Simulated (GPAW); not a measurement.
AsP (R3m), P K edge of atom 2, with 3 As at 2.45 Å and 3 As at 3.00 Å (distorted octahedral, site symmetry 3m). Method: GPAW, LDA, excited-electron core hole (neutral cell), 8-atom cell with 5.4 Å between holes, 6×6×6 k points, dipole transitions, Gaussian full width 0.9 eV up to 4 eV, rising linearly to 3.5 eV at 25 eV.

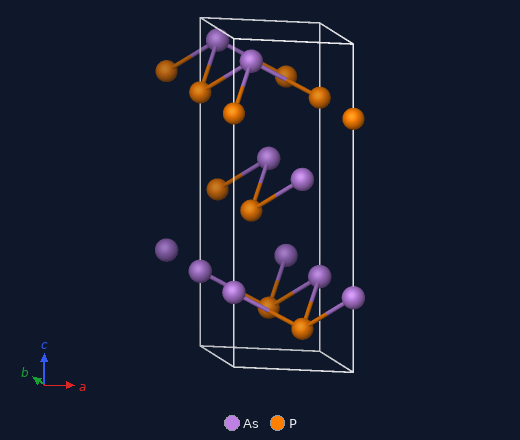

The structure (arsenic purple, phosphorus orange). Bonds to atoms that aren't drawn are left out. 1×2×1 conventional cells are drawn. Some periodic images of atoms are drawn too.

```xyz
2
Lattice="1.8426 1.0638 3.3263 -1.8426 1.0638 3.3263 0.0000 -2.1277 3.3263" Properties=species:S:1:pos:R:3 pbc="T T T"
As    0.0000    0.0000    7.7089
P     0.0000    0.0000    2.2700
```

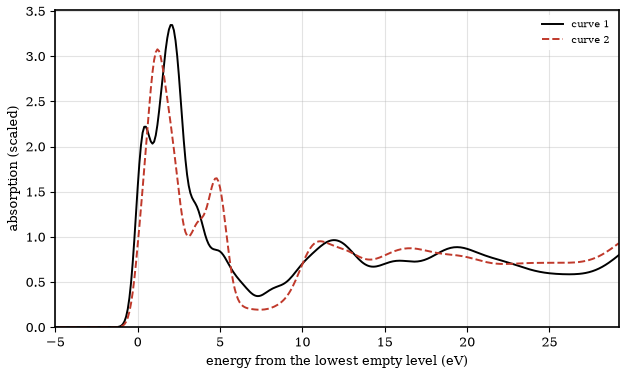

Energy from the lowest empty level; a common scale on which the isotropic spectrum has a mean of 1 over the first 20 eV.

The curves are for the electric vector along different Cartesian axes of the cell as given, averaged over the symmetry-equivalent atoms. Which is which?

Curve 1: along x (⊥ c) (the other in-plane axis gives the same curve within 3 %), main maxima 0.5 eV (2.22), 2.0 eV (3.35) and 11.9 eV (0.96). Curve 2: along z (c), main maxima 1.2 eV (3.08), 4.8 eV (1.65) and 11.1 eV (0.95). A K edge sees empty p states on the absorber. Each direction probes the empty orbitals that point along it. The unit cell's mesh shows no gap over 0.35 eV. That is right for a metallic compound; for a small-gap or correlated insulator it would be the fault of the functional or of the assumed magnetic order, and the hole would be screened too well. The holes are only 5.4 Å apart, so the shape is probably not converged with cell size; no larger cell was run here.

[Banner, clock and machine lines of the logs are left out without a mark of their own.]

[Logs are printed without paths, hosts, clocks, repeated set-up lines and the standing remarks that a program may print on its own settings, such as how far it seeks lower states.]

[Hosts, paths, dates, database ids (printed as entryN), source tags and the programs' standing remarks are cut or masked in the printed files.]

[Lists of maxima count a maximum above −3 eV only where it reaches 4 % of the highest in the window and stands out from its surroundings by 2 % of it (1.5 % where it reaches 55 %); shoulders and weaker maxima are passed over, and of the rest the first, up to two pre-edge ones and the few strongest are named.]
